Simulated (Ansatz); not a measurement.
**Run report: Si$_{2}$H$_{6}$O$_{3}$F$_{2}$, geometry relaxation**

Si$_{2}$H$_{6}$O$_{3}$F$_{2}$, computed with RKS PBE0-D4/def2-SVP (Ansatz 0.2.0).

The input holds or restrains some coordinates. Figures and captions count atoms from 1; the log counts them from 0 in places.

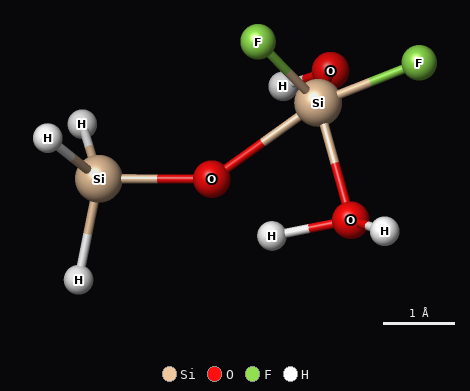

The starting structure (ball-and-stick view, seen at a tilt).

### Key numbers

| quantity | value |
| --- | --- |
| outcome | converged under the restraints of the input |
| total energy | −27401.7675 eV |
| mean-field energy | −27401.4988 eV |
| dispersion energy | −0.2686 eV |
| SCF solution under orbital rotations | stable |
| largest force (length of the vector) at the end, held atoms and coordinates included | 0.462 eV/Å |
| dipole moment | 4.29 D |
| hardware | 4 CPU threads, shared host |
| wall time | 33 s (CPU time 1.8 min) |
| peak memory | 0.39 GiB |

### Input
```yaml
crystal:
  periodic: [false, false, false]
  atoms:
    - {symbol: Si, position_ang: [0.140600, 0.517200, 1.178500]}
    - {symbol: O, position_ang: [0.060800, -0.175000, -0.555400]}
    - {symbol: Si, position_ang: [-0.700600, -1.225900, -1.524500]}
    - {symbol: F, position_ang: [0.670800, 1.154100, 2.572700]}
    - {symbol: F, position_ang: [0.107300, -0.980200, 1.760000]}
    - {symbol: O, position_ang: [-1.182100, 1.418600, 1.052100]}
    - {symbol: H, position_ang: [1.218000, 0.379700, -0.502300]}
    - {symbol: O, position_ang: [1.626500, 1.044100, 0.350200]}
    - {symbol: H, position_ang: [-2.130100, -0.898500, -1.523100]}
    - {symbol: H, position_ang: [-0.077700, -0.958000, -2.822900]}
    - {symbol: H, position_ang: [-0.465100, -2.591800, -1.065000]}
    - {symbol: H, position_ang: [-1.744400, 1.339100, 0.285700]}
    - {symbol: H, position_ang: [2.476000, 0.976500, 0.794100]}
basis:
  gaussian: {orbitals: def2-SVP}
hamiltonian: {xc: pbe0, dispersion: d4}
relax: {f_tol: 0.04, max_steps: 150, escape_saddle: false, constraints: [{distance: [0, 7]}, {distance: [1, 6]}, {distance: [0, 1]}, {distance: [6, 7]}]}
```

Run as:
```bash
ansatz run in.yaml --threads 4 --pin off --events-out ev --progress --plain --max-ram 41984MiB --backend cpu
```

### Output
```
Functional definition: PBE0
  name "PBE0"
  cite "Adamo & Barone, J. Chem. Phys. 110, 6158 (1999) doi:10.1063/1.478522"
  cite "Perdew, Burke & Ernzerhof, Phys. Rev. Lett. 77, 3865 (1996) doi:10.1103/PhysRevLett.77.3865"
  parent pbe
  parameter a = 0.25
  parameter kappa = 0.804
  parameter beta = 0.06672455060314922
  exchange = (1 - a)*pbe_x(kappa = kappa, mu = beta*pi^2/3) + a*exact_x
  correlation = pbe_c(beta = beta)
1363 factors; integrals over basis functions are off by at most 6.4e-4 eV
mean field evaluation 1: about -27391.7053 eV, gradient 7.7e1 eV
mean field evaluation 2: about -27384.5823 eV, gradient 1.0e2 eV
mean field evaluation 4: about -27401.2478 eV, gradient 3.6e0 eV
mean field evaluation 8: about -27401.2781 eV, gradient 2.4e-1 eV
mean field evaluation 16: about -27401.2782 eV, gradient 3.9e-5 eV
mean field -27401.27819560 eV, -1006.9784004347 hartree, gradient 3.9e-5 eV, S^2 0.000000; 0 other end points of the search recorded, 0 dependent functions left out
the calculation of the forces begins
reference -27401.27822389 eV, -1006.9784014744 hartree; 38, 38 occupied and 98, 98 virtual orbitals, 1363 factors
relax step   1: F+E_penalty+E_count = -27401.54415540 eV  Δ(F+E_penalty+E_count) = +0.000e0 eV  max|allowed force component| = 9.361e-1 eV/Å  Δτ_max = 0.0000 Å  (26 SCF iters, accepted)
  distance Si 0 - O 7 held at 1.780900 Å   reaction = -1.1758e-1 eV/Å
  distance O 1 - H 6 held at 1.284377 Å   reaction = +9.3249e-1 eV/Å
  distance Si 0 - O 1 held at 1.868667 Å   reaction = +5.6748e-1 eV/Å
  distance H 6 - O 7 held at 1.155446 Å   reaction = +6.8002e-1 eV/Å
these checks for a lower state are left out or cut short: starts, cluster_reference, orbital_swaps, neighbouring_geometries, increment
1363 factors; integrals over basis functions are off by at most 7.0e-4 eV
mean field -27401.41020859 eV, -1006.9832518229 hartree, gradient 7.9e-6 eV, S^2 0.000000; 0 other end points of the search recorded, 0 dependent functions left out
[... from here on the field's lines of each further geometry are left out, up to the last ...]
relax step   2: F+E_penalty+E_count = -27401.67486986 eV  Δ(F+E_penalty+E_count) = -1.307e-1 eV  max|allowed force component| = 6.072e-1 eV/Å  Δτ_max = 0.1072 Å  (28 SCF iters, accepted)
relax step   3: F+E_penalty+E_count = -27401.70417388 eV  Δ(F+E_penalty+E_count) = -2.930e-2 eV  max|allowed force component| = 2.076e-1 eV/Å  Δτ_max = 0.0469 Å  (28 SCF iters, accepted)
relax step   4: F+E_penalty+E_count = -27401.71238420 eV  Δ(F+E_penalty+E_count) = -8.210e-3 eV  max|allowed force component| = 3.138e-1 eV/Å  Δτ_max = 0.0638 Å  (28 SCF iters, accepted)
relax step   5: F+E_penalty+E_count = -27401.73714396 eV  Δ(F+E_penalty+E_count) = -2.476e-2 eV  max|allowed force component| = 8.986e-2 eV/Å  Δτ_max = 0.1382 Å  (28 SCF iters, accepted)
relax step   6: F+E_penalty+E_count = -27401.74316762 eV  Δ(F+E_penalty+E_count) = -6.024e-3 eV  max|allowed force component| = 2.542e-1 eV/Å  Δτ_max = 0.1623 Å  (28 SCF iters, accepted)
relax step   7: F+E_penalty+E_count = -27401.75042820 eV  Δ(F+E_penalty+E_count) = -7.261e-3 eV  max|allowed force component| = 1.834e-1 eV/Å  Δτ_max = 0.0647 Å  (28 SCF iters, accepted)
relax step   8: F+E_penalty+E_count = -27401.74988300 eV  Δ(F+E_penalty+E_count) = +5.452e-4 eV  max|allowed force component| = 1.641e-1 eV/Å  Δτ_max = 0.1283 Å  (28 SCF iters, rejected (line search))
relax step   9: F+E_penalty+E_count = -27401.75714688 eV  Δ(F+E_penalty+E_count) = -6.719e-3 eV  max|allowed force component| = 8.681e-2 eV/Å  Δτ_max = 0.0641 Å  (23 SCF iters, accepted)
relax step  10: F+E_penalty+E_count = -27401.76266615 eV  Δ(F+E_penalty+E_count) = -5.519e-3 eV  max|allowed force component| = 5.085e-2 eV/Å  Δτ_max = 0.0974 Å  (24 SCF iters, accepted)
relax step  11: F+E_penalty+E_count = -27401.76472473 eV  Δ(F+E_penalty+E_count) = -2.059e-3 eV  max|allowed force component| = 1.475e-1 eV/Å  Δτ_max = 0.1463 Å  (23 SCF iters, accepted)
relax step  12: F+E_penalty+E_count = -27401.76652730 eV  Δ(F+E_penalty+E_count) = -1.803e-3 eV  max|allowed force component| = 5.172e-2 eV/Å  Δτ_max = 0.0510 Å  (24 SCF iters, accepted)
relax step  13: F+E_penalty+E_count = -27401.76616655 eV  Δ(F+E_penalty+E_count) = +3.608e-4 eV  max|allowed force component| = 5.675e-2 eV/Å  Δτ_max = 0.0168 Å  (24 SCF iters, rejected (line search))
the calculation of the forces begins
reference -27401.49884381 eV, -1006.9865091071 hartree; 38, 38 occupied and 98, 98 virtual orbitals, 1363 factors
relax step  14: F+E_penalty+E_count = -27401.76744544 eV  Δ(F+E_penalty+E_count) = -9.181e-4 eV  max|allowed force component| = 1.458e-2 eV/Å  Δτ_max = 0.0084 Å  (25 SCF iters, accepted)
  distance Si 0 - O 7 held at 1.780900 Å   reaction = -2.5327e-1 eV/Å
  distance O 1 - H 6 held at 1.284377 Å   reaction = +2.7470e-1 eV/Å
  distance Si 0 - O 1 held at 1.868667 Å   reaction = -3.2013e-1 eV/Å
  distance H 6 - O 7 held at 1.155446 Å   reaction = +1.4469e-1 eV/Å
1363 factors; integrals over basis functions are off by at most 7.0e-4 eV
mean field evaluation 96: about -27401.4991 eV, gradient 3.2e-2 eV
```

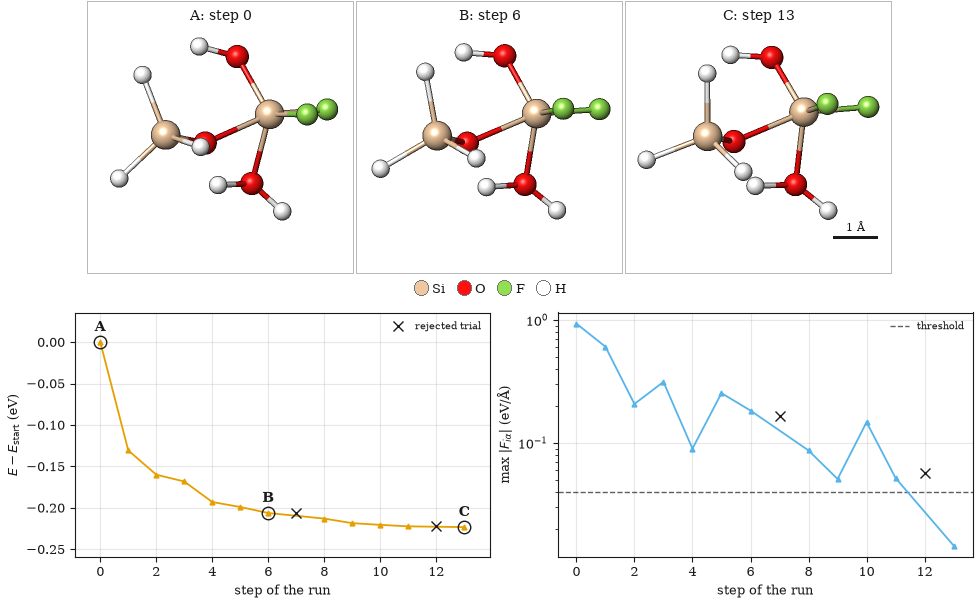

Frames of the restrained relaxation (ball-and-stick view, seen at a tilt) above the curves, on which the letters mark them (the first geometry is step 0 here and step 1 in the log).

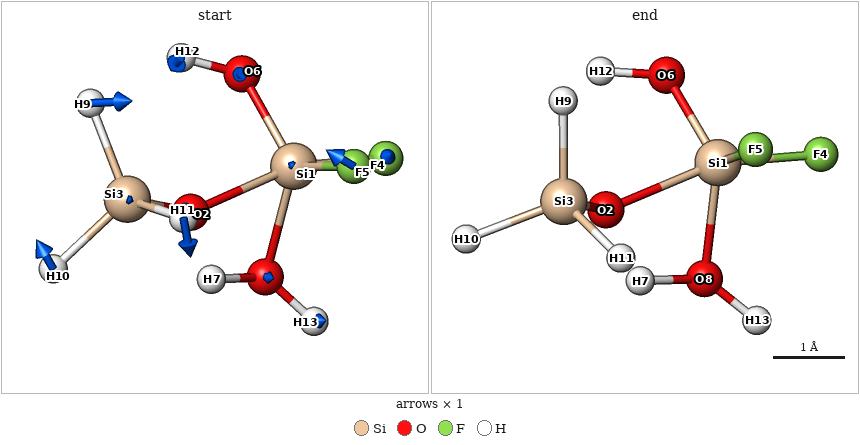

Before (left) and after (right) the restrained relaxation, at one scale (ball-and-stick view, seen at a tilt). The blue arrows give the displacements, at true length. Over 13 geometry steps the energy falls by 0.223 eV. Largest force component: 0.94 eV/Å at the start, 0.015 eV/Å at the end. The line search rejected the trial steps at points 7, 12 (counted from 0) and went back. The atom that moves furthest after the best rigid fit is H9 (0.72 Å). Largest moves by element: H 0.72 Å, F 0.50 Å, O 0.33 Å, Si 0.10 Å. Among the contacts that change: O2–Si3 1.620 → 1.685 Å, Si1–O6 1.606 → 1.640 Å, Si3–H10 1.465 → 1.492 Å, Si1–F5 1.607 → 1.633 Å. Among the angles that change: Si1–O2–Si3 144.6° → 128.8°, Si1–O6–H12 120.1° → 113.1°, H7–O8–H13 127.8° → 133.1°. (Atoms are counted from 1 in the order of the input.)

```
mean field -27401.49881530 eV, -1006.9865080591 hartree, gradient 2.0e-5 eV, S^2 0.000000; 1 other end points of the search recorded, 0 dependent functions left out
the calculation of the forces begins
reference -27401.49884381 eV, -1006.9865091071 hartree; 38, 38 occupied and 98, 98 virtual orbitals, 1363 factors
Total energy: -27401.76747396 eV, -1006.9963810829 hartree
Atom 0 at     0.062382     0.549297     1.118944 Å, force    -0.222351     0.018385     0.404721 eV/Å
Atom 1 at     0.022905     0.118453    -0.698949 Å, force     0.257253     0.010194    -0.275809 eV/Å
Atom 2 at    -0.632493    -1.240973    -1.448944 Å, force     0.008878    -0.008171     0.013016 eV/Å
Atom 3 at     0.573381     0.920102     2.622901 Å, force     0.000793     0.001465     0.003475 eV/Å
Atom 4 at    -0.290464    -1.010872     1.449175 Å, force    -0.000657     0.003507     0.003563 eV/Å
Atom 5 at    -1.140512     1.657092     0.995381 Å, force     0.006940    -0.007540     0.013959 eV/Å
Atom 6 at     1.250494     0.444563    -0.508419 Å, force    -0.203988    -0.015170     0.080185 eV/Å
Atom 7 at     1.670872     0.926367     0.453976 Å, force     0.176794    -0.009017    -0.214113 eV/Å
Atom 8 at    -2.048916    -1.387139    -1.013374 Å, force     0.002759     0.005490    -0.014584 eV/Å
Atom 9 at    -0.569781    -0.998655    -2.919487 Å, force    -0.012857    -0.000300     0.005269 eV/Å
Atom 10 at     0.149726    -2.467697    -1.124505 Å, force     0.002562    -0.000542    -0.001640 eV/Å
Atom 11 at    -1.532358     1.692025     0.118558 Å, force    -0.004950     0.001317    -0.012718 eV/Å
Atom 12 at     2.484764     0.797337     0.954844 Å, force    -0.011176     0.000382    -0.005325 eV/Å
Dipole moment:     0.492706    -0.096221    -0.737605 e Å
```

### Trajectory as extended XYZ (Å, eV, eV/Å), 8 of the 14 frames kept, from step=1 to step=14
```
13
Properties=species:S:1:pos:R:3:forces:R:3 step=1 energy=-27401.54415
Si    0.1406    0.5172    1.1785    0.5748  -0.2636   0.4069
O     0.0608   -0.1750   -0.5554    1.0404   1.5360   1.0919
Si   -0.7006   -1.2259   -1.5245   -0.2388  -0.4916  -0.5673
F     0.6708    1.1541    2.5727    0.2725   0.3688   0.3918
F     0.1073   -0.9802    1.7600   -0.1448  -0.7731  -0.0006
O    -1.1821    1.4186    1.0521   -0.9361   0.6631   0.0454
H     1.2180    0.3797   -0.5023    0.0326   0.0353   0.1965
O     1.6265    1.0441    0.3502   -0.0819  -0.1474  -0.6751
H    -2.1301   -0.8985   -1.5231   -0.5600   0.0021  -0.0882
H    -0.0777   -0.9580   -2.8229   -0.0061  -0.1890  -0.6766
H    -0.4651   -2.5918   -1.0650   -0.0263  -0.6441   0.0319
H    -1.7444    1.3391    0.2857   -0.0859  -0.1009  -0.2774
H     2.4760    0.9765    0.7941    0.1596   0.0045   0.1209
13
Properties=species:S:1:pos:R:3:forces:R:3 step=3 energy=-27401.70417
Si    0.1566    0.5274    1.2042   -0.2358  -0.0310   0.3579
O     0.0871   -0.1191   -0.5476    0.3157   0.1560  -0.3424
Si   -0.6949   -1.2149   -1.5288   -0.1316  -0.1894  -0.1131
F     0.6807    1.1676    2.6113    0.0059   0.0191  -0.0101
F     0.1104   -1.0054    1.7342   -0.0441  -0.0680   0.0230
O    -1.2026    1.4211    1.0502   -0.2076   0.1551   0.1528
H     1.2608    0.3982   -0.4800   -0.1393   0.0990   0.2225
O     1.6432    1.0639    0.3834    0.2999  -0.1383  -0.3625
H    -2.1589   -0.9049   -1.5224    0.0423   0.0005   0.0296
H    -0.1625   -1.0462   -2.9152   -0.0103   0.0080   0.0550
H    -0.4830   -2.6240   -1.0854    0.0090   0.0485   0.0139
H    -1.7268    1.3249    0.2521    0.1210  -0.0993  -0.0371
H     2.4900    1.0115    0.8441   -0.0250   0.0398   0.0104
13
Properties=species:S:1:pos:R:3:forces:R:3 step=5 energy=-27401.73714
Si    0.1322    0.5192    1.1638   -0.2130   0.1012   0.3298
O     0.0810   -0.0022   -0.6300    0.2171   0.0048  -0.3499
Si   -0.6789   -1.2207   -1.4977   -0.0818   0.0288   0.0383
F     0.6745    1.0473    2.6100   -0.0297  -0.0113   0.0450
F    -0.0293   -1.0390    1.5928   -0.0081  -0.0899   0.0362
O    -1.2078    1.4623    1.0588    0.0359  -0.0247  -0.0521
H     1.2785    0.4476   -0.5142   -0.1996   0.0036   0.2203
O     1.6624    1.0282    0.4081    0.1605  -0.0035  -0.2789
H    -2.1489   -0.9910   -1.3808   -0.0138  -0.0295  -0.0083
H    -0.2553   -1.0843   -2.9192    0.0073   0.0088  -0.0254
H    -0.3410   -2.5836   -1.0041    0.0488   0.0056   0.0232
H    -1.6566    1.4028    0.2105    0.0113   0.0089   0.0258
H     2.4892    1.0135    0.9022    0.0651  -0.0027  -0.0039
13
Properties=species:S:1:pos:R:3:forces:R:3 step=7 energy=-27401.75043
Si    0.1069    0.5233    1.1404   -0.2472   0.0384   0.4199
O     0.0636    0.0650   -0.6707    0.1820  -0.1304  -0.3645
Si   -0.6607   -1.2282   -1.4753   -0.0614   0.0370   0.1130
F     0.6459    0.9708    2.6186   -0.0913  -0.0554  -0.0891
F    -0.1453   -1.0458    1.5110    0.0314   0.0761   0.0061
O    -1.1892    1.5271    1.0368   -0.0023  -0.0065  -0.1460
H     1.2774    0.4554   -0.5163   -0.2323   0.0203   0.1435
O     1.6699    0.9934    0.4279    0.2759  -0.0194  -0.1788
H    -2.1367   -1.1371   -1.2393    0.1107  -0.0198  -0.0126
H    -0.3729   -1.0537   -2.9309    0.0043  -0.0283   0.0577
H    -0.1456   -2.5481   -0.9972   -0.0015   0.1054  -0.0798
H    -1.6090    1.5243    0.1680    0.0978  -0.0099   0.1834
H     2.4957    0.9535    0.9271   -0.0661  -0.0075  -0.0528
13
Properties=species:S:1:pos:R:3:forces:R:3 step=8 energy=-27401.74988 accepted=F
Si    0.0879    0.5399    1.1251   -0.0049   0.0687   0.3963
O     0.0539    0.0796   -0.6857    0.1446   0.0325  -0.2185
Si   -0.6509   -1.2327   -1.4670    0.0568   0.0192  -0.0003
F     0.6058    0.9598    2.6146   -0.0092   0.0000   0.0327
F    -0.1878   -1.0283    1.4869   -0.0932   0.0642  -0.0178
O    -1.1333    1.6283    1.0005   -0.0672  -0.1641   0.1006
H     1.2711    0.4510   -0.5120   -0.1506  -0.0201   0.1406
O     1.6788    0.9584    0.4427    0.1067  -0.0064  -0.3102
H    -2.1096   -1.2306   -1.1641   -0.0112   0.0027   0.0260
H    -0.4402   -1.0284   -2.9280   -0.0085  -0.0139  -0.0238
H    -0.0310   -2.5188   -1.0468    0.0093  -0.0314  -0.0150
H    -1.6437    1.5449    0.1921    0.0111   0.0662  -0.1164
H     2.4988    0.8767    0.9418    0.0164  -0.0176   0.0059
13
Properties=species:S:1:pos:R:3:forces:R:3 step=10 energy=-27401.76267
Si    0.0865    0.5357    1.1298   -0.2585   0.0324   0.3852
O     0.0411    0.0904   -0.6845    0.2613   0.0088  -0.2723
Si   -0.6484   -1.2343   -1.4611   -0.0204  -0.0301   0.0219
F     0.6064    0.9432    2.6213    0.0025  -0.0013   0.0062
F    -0.2121   -1.0301    1.4803   -0.0001   0.0170  -0.0020
O    -1.1621    1.5949    1.0168    0.0295  -0.0221   0.0144
H     1.2616    0.4521   -0.5132   -0.2063  -0.0023   0.1013
O     1.6718    0.9616    0.4392    0.1822  -0.0189  -0.2178
H    -2.1050   -1.2533   -1.1345    0.0508  -0.0094  -0.0141
H    -0.4546   -1.0256   -2.9265   -0.0175  -0.0119   0.0254
H    -0.0023   -2.5158   -1.0520   -0.0091   0.0413  -0.0288
H    -1.5786    1.6020    0.1508    0.0065   0.0036  -0.0090
H     2.4958    0.8789    0.9336   -0.0209  -0.0072  -0.0103
13
Properties=species:S:1:pos:R:3:forces:R:3 step=12 energy=-27401.76653
Si    0.0630    0.5485    1.1187   -0.2601   0.0035   0.4010
O     0.0250    0.1158   -0.6988    0.2563   0.0480  -0.2676
Si   -0.6344   -1.2398   -1.4510    0.0238  -0.0330   0.0374
F     0.5695    0.9190    2.6238    0.0153   0.0077   0.0035
F    -0.2913   -1.0122    1.4494    0.0038   0.0292  -0.0036
O    -1.1394    1.6584    0.9940    0.0371  -0.0357   0.0344
H     1.2514    0.4472   -0.5094   -0.2003  -0.0311   0.0846
O     1.6719    0.9256    0.4546    0.2001  -0.0057  -0.2008
H    -2.0492   -1.3857   -1.0062    0.0140   0.0188  -0.0517
H    -0.5618   -0.9981   -2.9220   -0.0419   0.0004   0.0224
H     0.1433   -2.4687   -1.1248    0.0076  -0.0074  -0.0063
H    -1.5373    1.6897    0.1202   -0.0054   0.0010  -0.0333
H     2.4893    0.8002    0.9519   -0.0502   0.0041  -0.0202
13
Properties=species:S:1:pos:R:3:forces:R:3 step=14 energy=-27401.76745
Si    0.0624    0.5493    1.1189   -0.2224   0.0184   0.4047
O     0.0229    0.1185   -0.6989    0.2573   0.0102  -0.2758
Si   -0.6325   -1.2410   -1.4489    0.0089  -0.0082   0.0130
F     0.5734    0.9201    2.6229    0.0008   0.0015   0.0035
F    -0.2905   -1.0109    1.4492   -0.0007   0.0035   0.0036
O    -1.1405    1.6571    0.9954    0.0069  -0.0075   0.0140
H     1.2505    0.4446   -0.5084   -0.2040  -0.0152   0.0802
O     1.6709    0.9264    0.4540    0.1768  -0.0090  -0.2141
H    -2.0489   -1.3871   -1.0134    0.0028   0.0055  -0.0146
H    -0.5698   -0.9987   -2.9195   -0.0129  -0.0003   0.0053
H     0.1497   -2.4677   -1.1245    0.0026  -0.0005  -0.0016
H    -1.5324    1.6920    0.1186   -0.0050   0.0013  -0.0127
H     2.4848    0.7973    0.9548   -0.0112   0.0004  -0.0053
```

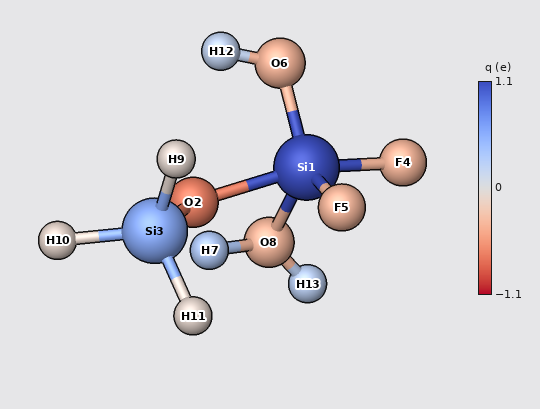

Mulliken charges, as the colour of each atom (ball-and-stick view, seen at a tilt; atoms are numbered from 1 in the order of the input; Mulliken charges depend strongly on the basis). By element: Si +0.56 to +1.08, O −0.68 to −0.36, F −0.37 to −0.35 and H −0.09 to +0.31 e.
